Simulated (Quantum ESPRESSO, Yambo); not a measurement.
# KF (Carobbiite): G0W0 with Yambo, start to end, part 2 of 2

How does a plane-wave GW calculation on KF (Carobbiite) run from the first input to the gap?

Quantum ESPRESSO 7.5 and Yambo 5.3.0; PBE and many-body steps on it, plane waves. Known limits of the many-body steps: not at the basis limit; coarse k mesh.

So far. Step 3 (Bands along the symmetry lines): The gap is 6.199 eV, as in the run before at this level. Step 4 (Empty states on the mesh, 4×4×4 mesh, 64 bands): On this mesh the gap is 6.199 eV.

## Step 5: Conversion and set-up

This step: Yambo 5.3.0; conversion and set-up on PBE, plane waves, norm-conserving pseudopotentials.

The states are converted to the many-body program's format and the q mesh is built.

Run with:

```bash
$ (cd o/x.save; p2y > p2y.log; mv SAVE ../..); yambo > setup.log
```

Output:

```text
 Yambo, version 5.3.0

 [02] CORE Variables Setup
 =========================

  [02.01] Unit cells
  ==================

  Cell kind             :  FCC
  Atoms in the cell     :  K  F
  number of K  atoms    :  1
  number of F  atoms    :  1

  List of atomic masses
  Mass of K     :  39.09800
  Mass of F     :  18.99800

  List of atomic coordinates    : [cc]
  K1       :  0.000000  0.000000  0.000000  order 1
  F1       :  5.049065  5.049065  5.049065  order 2

  Alat factors          :  5.049065  5.049065  5.049065 [a.u.]
  Direct lattice volume :  257.4322 [a.u.]
  Direct lattice vectors:  A[ 1 ]  A[ 2 ]  A[ 3 ]
   A[ 1 ]: -0.000000  1.000000  1.000000  [iru]
  -0.000000  5.049065  5.049065  [cc]
   A[ 2 ]:  1.000000 -0.000000  1.000000  [iru]
   5.049065 -0.000000  5.049065  [cc]
   A[ 3 ]:  1.000000  1.000000  0.000000  [iru]
   5.049065  5.049065  0.000000  [cc]

  Recip. lattice volume :  0.963556 [a.u.]
  Recip. lattice vectors:  B[ 1 ]  B[ 2 ]  B[ 3 ]
   B[ 1 ]: -0.500000  0.500000  0.500000  [iku]
  -0.622213  0.622213  0.622213  [cc]
   B[ 2 ]:  0.500000 -0.500000  0.500000  [iku]
   0.622213 -0.622213  0.622213  [cc]
   B[ 3 ]:  0.500000  0.500000 -0.500000  [iku]
   0.622213  0.622213 -0.622213  [cc]

  [02.02] Symmetries
  ==================

  Inversion symmetry    : yes
  Spatial inversion     : yes
  Inversion index       :  25
  K-space Time-reversal : no
  Magnetic symmetries   : no
  Group table correct   : yes
  Symmetries units      :  [cc]

   [S  1]:   1.0000      0.22084E-16  0.22084E-16  0.22084E-16   1.0000     -0.22084E-16 -0.22084E-16 -0.22084E-16   1.0000
   [S  2]:  -1.0000     -0.22084E-16  0.22084E-16 -0.22084E-16  -1.0000     -0.22084E-16  0.22084E-16  0.22084E-16   1.0000
   [S  3]:  -1.0000      0.22084E-16 -0.22084E-16 -0.22084E-16   1.0000      0.22084E-16  0.22084E-16 -0.22084E-16  -1.0000
[...]
[... 36 further rows ...]
   [S 47]:  0.22084E-16   1.0000     -0.22084E-16 -0.22084E-16  0.22084E-16  -1.0000       1.0000     -0.22084E-16  0.22084E-16
   [S 48]:  0.22084E-16  -1.0000      0.22084E-16 -0.22084E-16 -0.22084E-16   1.0000       1.0000      0.22084E-16 -0.22084E-16

  [02.03] Reciprocal space
  ========================

  nG shells         :  250
  nG charge         :  21187
  nG WFs            :   3335
  nC WFs            :  2685
  G-vecs. in first 25 shells:  [ Number ]
     1    9   15   27   51   59   65   89  113
    137   169   181   229   259   283   307   331   339
    387   411   459   531   537   561   609
  ...
  Shell energy in first 25 shells:  [ mHa ]
    0.00000      580.723      774.298      1548.60      2129.32      2322.89      3097.19      3677.91      3871.49
    4645.79      5226.51      6194.38      6775.10      6968.68      7742.98      8323.70      8517.27      9291.57
    9872.29      10065.9      10840.2      11420.9      12388.8      12969.5      13163.1
  ...

[...]
BZ  K-points                                      :   64

  K/Q-points units:
  rlu = crystal or reduced units; cc = cartesian coordinates; iku = interal k-units

  K [1]          [rlu]:  0.000000  0.000000  0.000000
         WF components:  2685
  K [2]          [rlu]:  0.16981E-17  0.16981E-17  0.25000
         WF components:  2656
  K [3]          [rlu]: -0.33962E-17 -0.33962E-17 -0.50000
         WF components:  2638
  K [4]          [rlu]:  0.74356E-19  0.25000      0.25000
         WF components:  2650
  K [5]          [rlu]:  0.35728E-18  0.25000     -0.50000
         WF components:  2654
  [... 2 further k-points ...]
  K [8]          [rlu]:  0.250000 -0.500000 -0.250000
         WF components:  2656

  [02.05] Energies & Occupations
  ==============================

  [X] === General ===
  [X] Electronic Temperature                        :  0.000000  0.000000 [eV K]
  [X] Bosonic    Temperature                        :  0.000000  0.000000 [eV K]
  [X] Finite Temperature mode                       : no
  [X] El. density                                   :  0.41942E+24 [cm-3]
  [X] Fermi Level                                   :  1.536558 [eV]

  [X] === Gaps and Widths ===
  [X] Conduction Band Min                           :  6.199419 [eV]
  [X] Valence Band Max                              :  0.000000 [eV]
  [X] Filled Bands                                  :   8
  [X] Empty Bands                                   :    9   64
  [X] Direct Gap                                    :  6.199419 [eV]
  [X] Direct Gap localized at k                     :  1
  [X] Indirect Gap                                  :  6.199419 [eV]
  [X] Indirect Gap between kpts                     :  1  1
  [X] Last valence band width                       :  0.344584 [eV]
  [X] 1st conduction band width                     :  3.553835 [eV]

  E @ K [1]:  [eV]
   -26.1146     -18.5988     -9.36445     -9.36445     -9.36445    -0.419485E-7 -0.233762E-7   0.00000
    6.19942  10.69423  10.69423  10.69423  12.32173  12.32173  16.89953  24.27706
  occ @ K [1]
   2.000000  2.000000  2.000000  2.000000  2.000000  2.000000  2.000000  2.000000
[...]
E @ K [2]:  [eV]
[...]
occ @ K [2]
[...]
E @ K [3]:  [eV]
[...]
occ @ K [3]
[...]
E @ K [4]:  [eV]
[...]
occ @ K [4]
[...]
E @ K [5]:  [eV]
[...]
occ @ K [5]
[...]
[... 2 further k-points ...]
  E @ K [8]:  [eV]
[...]
occ @ K [8]
   2.000000  2.000000  2.000000  2.000000  2.000000  2.000000  2.000000  2.000000
   0.000000  0.000000  0.000000  0.000000  0.000000  0.000000  0.000000  0.000000

 [03] Transferred momenta grid and indexing
 ==========================================

 IBZ Q-points                                      :   8
 BZ  Q-points                                      :   64

 K/Q-points units:
 rlu = crystal or reduced units; cc = cartesian coordinates; iku = interal k-units

 Q [1]          [rlu]:  0.000000  0.000000  0.000000
 Q [2]          [rlu]:  0.16981E-17  0.16981E-17  0.25000
 Q [3]          [rlu]: -0.33962E-17 -0.33962E-17 -0.50000
[...]
Q [7]          [rlu]: -0.14871E-18 -0.50000     -0.50000
 Q [8]          [rlu]:  0.250000 -0.500000 -0.250000

  [03.01] X indexes
  =================

   [03.01.01] Sigma indexes
   ========================

 [06] Game Over & Game summary
```

The job ended after 2.1 s (1 MPI rank of Arm Neoverse V2, shared host; peak memory 0.24 GiB).

## Step 6: Screening and self-energy, 4×4×4 mesh, 64 bands, screening to 129.3 eV

Now the one-shot GW correction: screening in the RPA, then the self-energy of the levels asked for.

This step: G0W0 on PBE, plane waves, norm-conserving pseudopotentials.

gw1.in reads:

```
HF_and_locXC
gw0
dyson
ppa
em1d
rim_cut
RandQpts= 1000000
RandGvec= 1 RL
EXXRLvcs= 72 Ry
VXCRLvcs= 288 Ry
Chimod= "HARTREE"
% BndsRnXp
 1 | 64 |
%
NGsBlkXp= 9.5 Ry
% LongDrXp
 1 | 1 | 1 |
%
% GbndRnge
 1 | 64 |
%
DysSolver= "n"
ExtendOut
PPAPntXp= 27.21138 eV
% QPkrange
 1 | 8 | 3 | 12 |
%
```

Run with:

```bash
$ OMP_NUM_THREADS=1 mpirun -n 4 yambo -F gw1.in -J gw1 -C gw1 > gw1.log
```

Output:

```text
 Yambo, version 5.3.0

 [02] CORE Variables Setup
 =========================

  [... cell, symmetries and grids as in the set-up ...]

  [02.05] Energies & Occupations
  ==============================

  [X] === General ===
  [X] Electronic Temperature                        :  0.000000  0.000000 [eV K]
  [X] Bosonic    Temperature                        :  0.000000  0.000000 [eV K]
  [X] Finite Temperature mode                       : no
  [X] El. density                                   :  0.41942E+24 [cm-3]
  [X] Fermi Level                                   :  1.536558 [eV]

  [X] === Gaps and Widths ===
  [X] Conduction Band Min                           :  6.199419 [eV]
  [X] Valence Band Max                              :  0.000000 [eV]
  [X] Filled Bands                                  :   8
  [X] Empty Bands                                   :    9   64
  [X] Direct Gap                                    :  6.199419 [eV]
  [X] Direct Gap localized at k                     :  1
  [X] Indirect Gap                                  :  6.199419 [eV]
  [X] Indirect Gap between kpts                     :  1  1
  [X] Last valence band width                       :  0.344584 [eV]
  [X] 1st conduction band width                     :  3.553835 [eV]

 [03] Transferred momenta grid and indexing
 ==========================================

 IBZ Q-points                                      :   8
 BZ  Q-points                                      :   64

 K/Q-points units:
 rlu = crystal or reduced units; cc = cartesian coordinates; iku = interal k-units

 Q [1]          [rlu]:  0.000000  0.000000  0.000000
 Q [2]          [rlu]:  0.16981E-17  0.16981E-17  0.25000
 Q [3]          [rlu]: -0.33962E-17 -0.33962E-17 -0.50000
 Q [4]          [rlu]:  0.74356E-19  0.25000      0.25000
 Q [5]          [rlu]: -0.62307E-17  0.25000      0.50000
 Q [6]          [rlu]: -0.33962E-17  0.25000     -0.25000
 Q [7]          [rlu]: -0.14871E-18 -0.50000     -0.50000
 Q [8]          [rlu]:  0.250000 -0.500000 -0.250000

 [04] Coloumb potential Random Integration (RIM)
 ===============================================

  [04.01] RIM initialization
  ==========================

  * Diagonal components only detected *

  8 x (sBL volume)        :  0.120444 [a.u.]
  sBZ random points       :  1000000
  Points outside the sBZ  :   7996195
  RL volume               :  0.963556 [a.u.]
  Integrated volume       :  0.964014 [a.u.]

  [04.02] RIM integrals
  =====================

  Gamma point sphere radius             :  0.089580 [a.u.]
  Points outside the sphere             :   799659
  [Int_sBZ(q=0) 1/q^2]*(Vol_sBZ)^(-1/3) =:  7.764404
                                 should be <:  7.795600

  Summary of Coulomb integrals for non-metallic bands |Q|[au] RIM/Bare

  Q [1] 0.100000E-4 0.995998 * Q [2] 0.269426 1.064955
  Q [4] 0.311106 1.063169 * Q [6] 0.439971 1.026119
  Q [5] 0.515912 1.019126 * Q [3] 0.538852 1.017184
  Q [7] 0.622213 1.014132 * Q [8] 0.695655 1.011034

 [05] Dipoles
 ============

  [05.01] Setup: observables and procedures
  =========================================

 [06] Dynamic Dielectric Matrix (PPA)
 ====================================

 [WR./gw1//ndb.pp]---------------------------------------------------------------
  Brillouin Zone Q/K grids (IBZ/BZ)                :    8   64    8   64
  RL vectors                                       :   3383 [WF]
  Coulomb cutoff potential                         : none
  Electronic Temperature                           :  0.000000 [K]
  Bosonic    Temperature                           :  0.000000 [K]
  PPA    diel. fun.  energies                      : Perdew, Burke & Ernzerhof(X)+Perdew, Burke & Ernzerhof(C)
  wavefunctions                                    : Perdew, Burke & Ernzerhof(X)+Perdew, Burke & Ernzerhof(C)
  Global Gauge                                     : length
  X matrix size                                    :  169
  X band range                                     :    1   64
  X e/h energy range                               : -1.000000 -1.000000 [eV]
  X Time ordering                                  : R
  X Hxc Kernel                                     : HARTREE
  X Drude frequency                                :  0.000000  0.000000
  X poles                                          :  100.0000 [o/o]
  RL vectors in the sum                            :   3383
  [r,Vnl] included                                 : yes
  Field direction                                  :  0.577350E-5  0.577350E-5  0.577350E-5
  BZ energy Double Grid                            : no
  BZ energy DbGd points                            : 0
  BZ Q point size factor                           : -1.000000
  X Optical Averaged directions                    : none

 [07] Local Exchange-Correlation + Non-Local Fock
 ================================================

 [VXC] Plane waves :  21187
 [EXS] Plane waves :  2733

 QP @ state[ 1 ] K range:   1   8
 QP @ state[ 1 ] b range:   3  12

 [xc] Functional : Perdew, Burke & Ernzerhof(X)+Perdew, Burke & Ernzerhof(C)
 [xc] LIBXC used to calculate xc functional
  PP Number of Atomic Species                      :  2
  NLCC RL compoments                               :  21187
  PP Number of Atomic Species                      :  2
  NLCC RL compoments                               :  21187

 [xc] E_xc :  -9.052397 [Ha]
      E_xc :  -18.10479 [Ry]

  Local XC kind (lXC) : Perdew, Burke & Ernzerhof(X)+Perdew, Burke & Ernzerhof(C)
  Non-Local XC kind (nlXC) : Hartree-Fock

  Corrections @ K [1] :  [eV]
 <3|nlXC|3> = -25.06073 -0.20624E-16 <3|lXC|3> = -18.13045 -0.18882E-15
 <4|nlXC|4> = -25.06073  0.23097E-16 <4|lXC|4> = -18.13045  0.18882E-15
 <5|nlXC|5> = -25.06075 -0.78119E-17 <5|lXC|5> = -18.13045 -0.37763E-15
 <6|nlXC|6> = -29.45302 -0.14366E-16 <6|lXC|6> = -21.89881  0.70806E-16
 <7|nlXC|7> = -29.45291  0.14952E-16 <7|lXC|7> = -21.89881  0.75527E-15
 <8|nlXC|8> = -29.45291  0.23948E-16 <8|lXC|8> = -21.89881  0.37763E-15
 <9|nlXC|9> = -4.028147  0.27525E-18 <9|lXC|9> = -7.969208 -0.11801E-16
 <10|nlXC|10> = -4.982616  0.41842E-18 <10|lXC|10> = -10.84086  0.000000
 <11|nlXC|11> = -4.982537  0.32753E-18 <11|lXC|11> = -10.84086  0.18882E-15
 <12|nlXC|12> = -4.982374 -0.71738E-18 <12|lXC|12> = -10.84086  0.94408E-16

  Corrections @ K [2] :  [eV]
[...]
Corrections @ K [3] :  [eV]
[...]
Corrections @ K [4] :  [eV]
[...]
Corrections @ K [5] :  [eV]
[...]
[... 2 further k-points ...]
  Corrections @ K [8] :  [eV]
[...]
<8|nlXC|8> = -28.81464 -0.11178E-16 <8|lXC|8> = -21.34315 -0.56645E-15
 <9|nlXC|9> = -4.912442 -0.69171E-18 <9|lXC|9> = -9.872355 -0.10621E-15
 <10|nlXC|10> = -4.912458 -0.15811E-18 <10|lXC|10> = -9.872356  0.70806E-16
 <11|nlXC|11> = -6.101182  0.90137E-18 <11|lXC|11> = -12.09489  0.94408E-16
 <12|nlXC|12> = -7.484445 -0.91070E-18 <12|lXC|12> = -14.24431 -0.18882E-15

  [07.01] Hartree-Fock occupations report
  =======================================

  [Hartree-Fock] === General ===
  [Hartree-Fock] Electronic Temperature             :  0.000000  0.000000 [eV K]
  [Hartree-Fock] Bosonic    Temperature             :  0.000000  0.000000 [eV K]
  [Hartree-Fock] Finite Temperature mode            : no
  [Hartree-Fock] El. density                        :  0.41942E+24 [cm-3]
  [Hartree-Fock] Fermi Level                        :  1.536558 [eV]

  [Hartree-Fock] === Gaps and Widths ===
  [Hartree-Fock] Conduction Band Min                :  10.14048 [eV]
  [Hartree-Fock] Valence Band Max                   : -7.554103 [eV]
  [Hartree-Fock] Filled Bands                       :   8
  [Hartree-Fock] Empty Bands                        :    9   64
  [Hartree-Fock] Direct Gap                         :  17.69458 [eV]
  [Hartree-Fock] Direct Gap localized at k          :  1
  [Hartree-Fock] Indirect Gap                       :  17.69458 [eV]
  [Hartree-Fock] Indirect Gap between kpts          :  1  1
  [Hartree-Fock] Last valence band width            :  0.360891 [eV]
  [Hartree-Fock] 1st conduction band width          :  4.572687 [eV]

 [08] Dyson equation: Newton solver
 ==================================

  [08.01] G0W0 (W PPA)
  ====================

  [  GW  ] Bands range     :    1   64
  [GW/PPA] G damping       :  0.100000 [eV]

  QP @ state[ 1 ] K range:   1   8
  QP @ state[ 1 ] b range:   3  12

   Sc/G bands                                       :    1   64
   Sc/G damping                                     :  0.100000 ev
   Sc bands terminator                              : no
   Sx RL components                                 :  2733

   QP @ state[ 1 ] K range                          :   1   8
   QP @ state[ 1 ] b range                          :   3  12
   GF energies kind                                 : Perdew, Burke & Ernzerhof(X)+Perdew, Burke & Ernzerhof(C)
   GF WF`s kind                                     : Perdew, Burke & Ernzerhof(X)+Perdew, Burke & Ernzerhof(C)
   Xs energies kind                                 : Perdew, Burke & Ernzerhof(X)+Perdew, Burke & Ernzerhof(C)
   Xs WF`s kind                                     : Perdew, Burke & Ernzerhof(X)+Perdew, Burke & Ernzerhof(C)

 [11] Game Over & Game summary
```

Elapsed: 1.8 min, on 4 MPI ranks; peak memory 1.4 GiB.

This step gave:

```
G0W0 gap on the mesh                         : 9.505 eV
starting gap on the mesh                     : 6.199 eV
k of the valence top                         : 0, 0, 0
k of the conduction bottom                   : 0, 0, 0
least direct G0W0 gap on the computed points : 9.505 eV
Z at the valence top                         : 0.8146
Z at the conduction bottom                   : 0.9012
```

The gap on the mesh goes from 6.20 eV to 9.51 eV, a correction of +3.31 eV.

Limits: finite bands, cutoff and mesh; coarse k mesh. v1 is the top filled band, c1 the lowest empty one. The levels before and after the correction (eV, zero at the valence-band top of each column):

|  | conduction bottom | valence top |
| --- | --- | --- |
| Kohn-Sham | 6.20 | 0.00 |
| G0W0 | 9.51 | 0.00 |

|  | level | energy (eV) |
| --- | --- | --- |
| Kohn-Sham | Γ v4 | -9.364 |
| Kohn-Sham | Γ v3-v1 | 0.000 |
| Kohn-Sham | Γ c1 | 6.199 |
| Kohn-Sham | Γ c2-c4 | 10.694 |
| G0W0 | Γ v4 | -10.810 |
| G0W0 | Γ v3-v1 | 0.000 |
| G0W0 | Γ c1 | 9.505 |
| G0W0 | Γ c2-c4 | 15.569 |

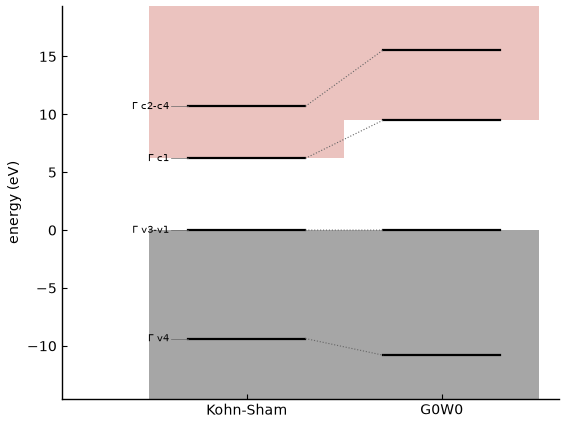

Levels before and after the correction. Shaded: valence and conduction bands.

## Step 7: Where the time went

Times are wall times on the hardware named with each run, good to a factor of about two.

| step | time | share | memory (GiB) |
| --- | --- | --- | --- |
| ground state | 3 s | 3 % | 0.23 |
| bands along the symmetry lines | 3.2 s | 3 % | 0.2 |
| empty states on the mesh | 2.8 s | 2 % | 0.25 |
| conversion and set-up | 2.1 s | 2 % | 0.24 |
| screening and self-energy | 1.8 min | 90 % | 1.4 |

## Step 8: Results

| Quantity | Value |
| --- | --- |
| PBE gap | 6.20 eV, direct |
| G0W0 gap on the mesh | 9.51 eV |
| GW settings | 4×4×4 mesh, 64 bands, screening to 129.3 eV, Godby-Needs plasmon pole |
| known limits | not at the basis limit; coarse k mesh |

**Reading.** G0W0 moves the gap on the mesh from 6.20 eV to 9.51 eV (+3.31 eV), with Z of 0.81 and 0.90 at the edges. The dearest step here is «screening and self-energy». Bands and cutoff are finite, so the gap is not at the basis limit. The miss can reach some tenths of an eV and take either sign; the mesh is an error of its own. The 4×4×4 mesh is coarse for this cell, which bears on the long-range parts of exchange and screening.

[Paths, hosts, dates, memory and timing lines, banners, echoed tables and standing remarks are left out of the program output.]

[Logs are printed without paths, hosts, clocks, repeated set-up lines and the standing remarks that a program may print on its own settings, such as how far it seeks lower states.]

[Runs of the session that timed out or met a known fault of the program may be left out.]

[Hosts, paths, dates, database ids (printed as entryN), source tags and the programs' standing remarks are cut or masked in the printed files.]
